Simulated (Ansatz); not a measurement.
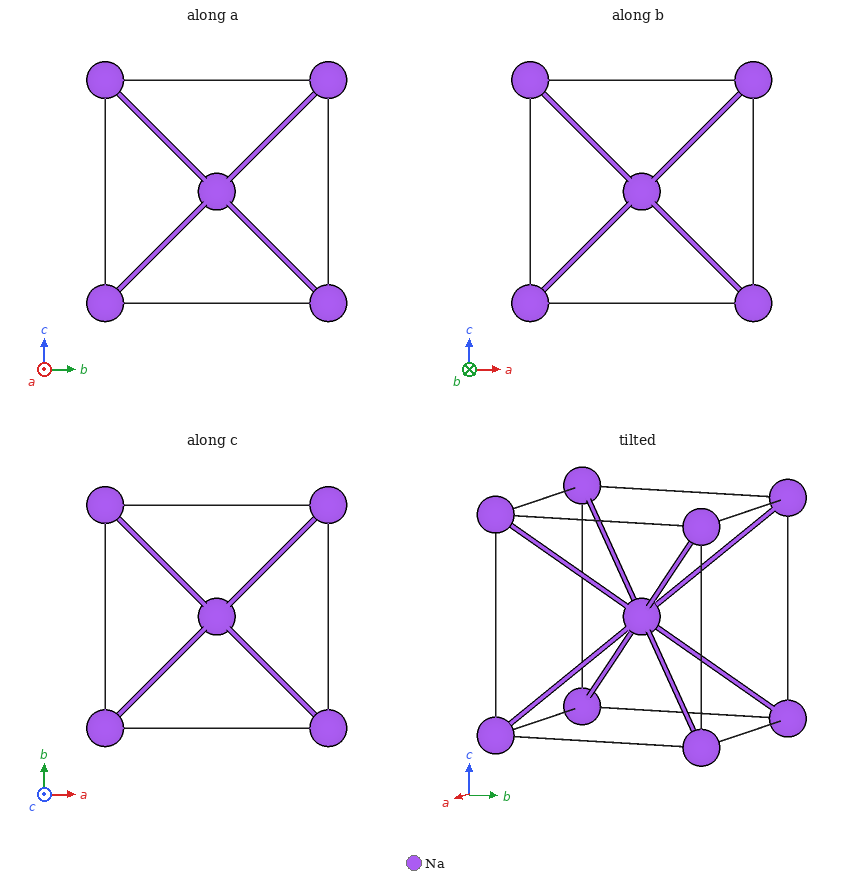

Drawn in the ball-and-stick manner and seen along the a axis, along the b axis, along the c axis and slightly off an axis. The edges of the conventional unit cell are marked.

Lattice parameters: a = 4.2244 Å, b = 4.2244 Å, c = 4.2244 Å, α = 90.000°, β = 90.000°, γ = 90.000°.

### Transcribe the picture into a CIF in P1 with every atom of the cell.

```cif
data_structure
_symmetry_space_group_name_H-M 'P 1'
_symmetry_Int_Tables_number 1
_cell_length_a 4.2244
_cell_length_b 4.2244
_cell_length_c 4.2244
_cell_angle_alpha 90.000
_cell_angle_beta 90.000
_cell_angle_gamma 90.000
_cell_volume 75.38
loop_
_atom_site_label
_atom_site_type_symbol
_atom_site_fract_x
_atom_site_fract_y
_atom_site_fract_z
_atom_site_occupancy
Na1 Na 0.0000 0.0000 0.0000 1
Na2 Na 0.5000 0.5000 0.5000 1
```

The initial geometry was the standard structure of this element. Earlier steps of the study may have refined or changed the cell and positions. It was the input of a calculation with Ansatz.
